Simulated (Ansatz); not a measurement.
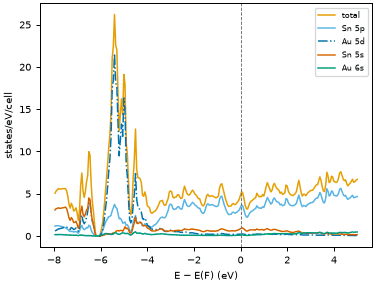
Fig. 1. Total and projected density of states of Sn₄Au in space group Ccce (No. 68; Sn on 16i, Au on 4a), PBEsol (plane waves, PAW; program Ansatz)

Question: Which orbitals carry the states next to the Fermi level?

Answer: Within 0.5 eV of the Fermi level: Sn 5p 71 %, Sn 5s 18 %. Projections are on Löwdin-orthogonalised atomic valence shells; empty p or d shells of many metals are not among them.

Question: Where is the tallest occupied peak in this window, and what makes it?

Answer: Near -5.4 eV, about 26 states/eV per cell; the largest projected share is Au 5d.

The workflow started from a Materials Project entry (that database holds measured and hypothetical structures alike); the Crystallography Open Database copy checked does not list it. COD files the formula under space group No. 41. Whether it is the stable phase at ambient conditions was not checked. The cell was relaxed with PBEsol under the symmetry of its start; its stability against distortions is not shown here. Scalar-relativistic: spin–orbit coupling is off unless named, which matters more the heavier the elements.

Potentials: the later of the program's two PAW sets.
